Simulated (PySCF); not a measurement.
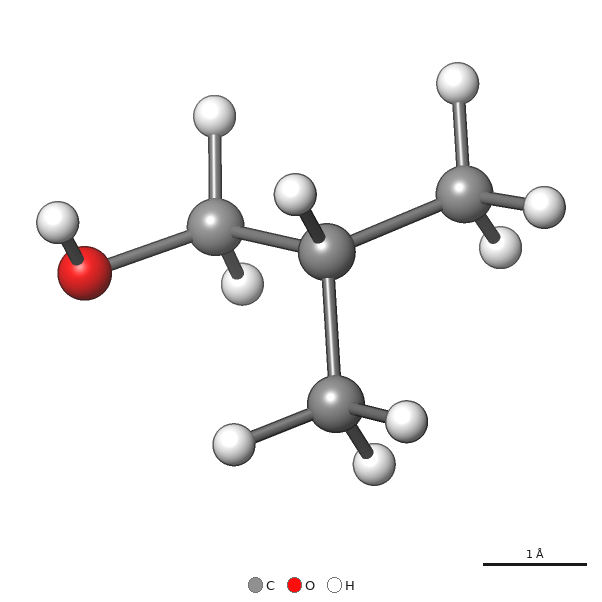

The picture shows a molecular structure as a ball-and-stick model. Every bond is drawn as one stick, whatever its order.

The geometry was computed by an optimisation with PBE0-D3(BJ)/def2-SVP. No frequency run is at hand to confirm it as a minimum.

Question: What is the molecular formula?

Answer: C₄H₁₀O, 15 atoms: 4 carbon, 10 hydrogen and 1 oxygen.

Question: Describe its rings.

Answer: It has no ring.

The parts below concern this one geometry. Atoms keep their numbers from picture to picture.

NMR shielding

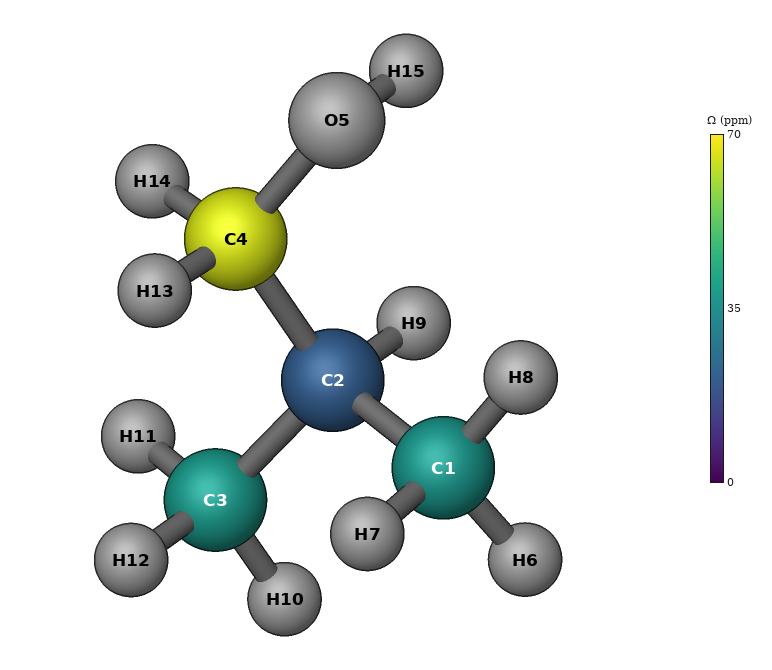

The C atoms are coloured by the span of their shielding tensor. No frequency run is at hand to confirm it as a minimum. Level of theory: GIAO PBE0/pcSseg-1 NMR shielding, non-relativistic, IEF-PCM chloroform (PySCF 2.14.0). Principal shieldings σ11 ≤ σ22 ≤ σ33, span Ω = σ33 − σ11, skew κ = 3(σiso − σ22)/Ω.

Question: Which C atom has the most anisotropic shielding?

Answer: C4, with a span of 66 ppm.

Give the shielding tensors of the C atoms.

| atom | σ11 | σ22 | σ33 | σiso | Ω | κ |
| --- | --- | --- | --- | --- | --- | --- |
| C1 | 148.6 | 160.8 | 185.3 | 164.9 | 36.8 | 0.33 |
| C2 | 138.6 | 150.6 | 159.3 | 149.5 | 20.7 | −0.16 |
| C3 | 150.6 | 156.8 | 188.3 | 165.2 | 37.7 | 0.67 |
| C4 | 82.5 | 106.7 | 148.1 | 112.4 | 65.6 | 0.26 |

Shieldings and span in ppm.

Excitation

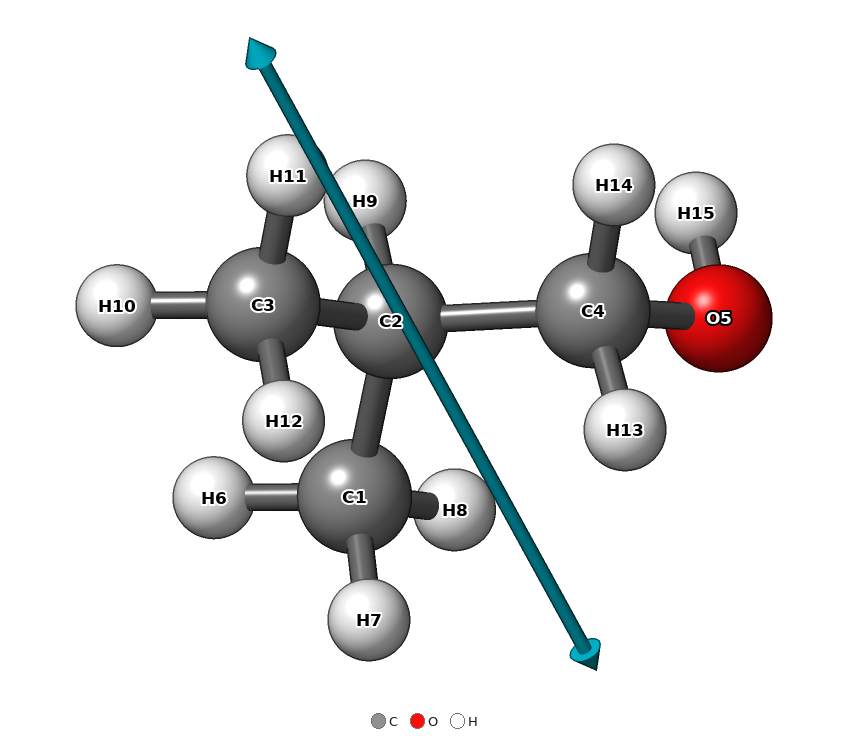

The double arrow shows the direction of the transition dipole to excited singlet state 5 (its length means nothing). No frequency run is at hand to confirm it as a minimum. Method: TDDFT CAM-B3LYP/def2-SVPD, vertical, gas phase, core orbitals frozen in the response (PySCF 2.14.0).

Question: Give its energy, strength and character.

Answer: 8.74 eV (142 nm), oscillator strength 0.020, of mixed character, with the largest part HOMO → LUMO+3 (weight 0.41); transition dipole 0.77 D.

Charges

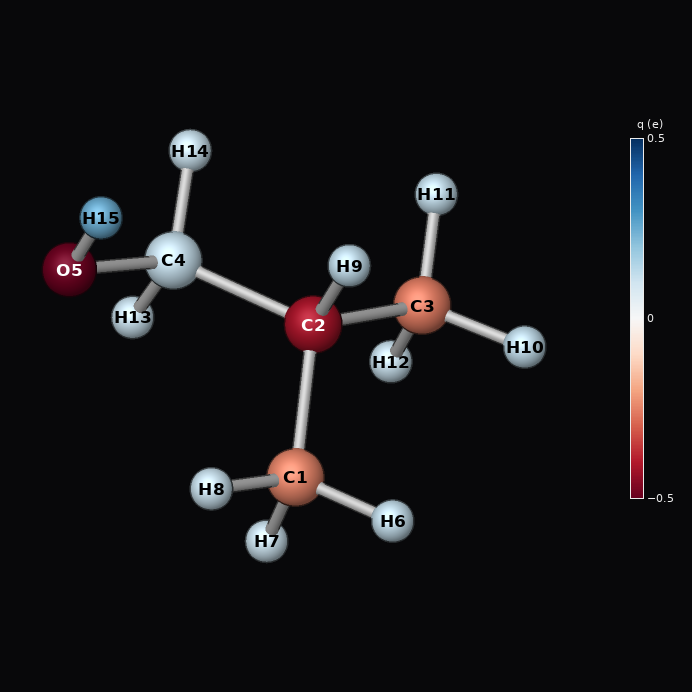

Atoms are coloured by their Mulliken charges. No frequency run is at hand to confirm it as a minimum. Method: PBE0/pcSseg-1 in acetonitrile (IEF-PCM) (PySCF 2.14.0).

Give the Mulliken charges atom by atom.

| atom | value (e) |
| --- | --- |
| C1 | −0.24 |
| C2 | −0.41 |
| C3 | −0.26 |
| C4 | 0.12 |
| O5 | −0.49 |
| H6 | 0.12 |
| H7 | 0.11 |
| H8 | 0.11 |
| H9 | 0.12 |
| H10 | 0.12 |
| H11 | 0.12 |
| H12 | 0.11 |
| H13 | 0.11 |
| H14 | 0.11 |
| H15 | 0.25 |

Mulliken values depend strongly on the basis set and can even reverse the polarity of a bond.
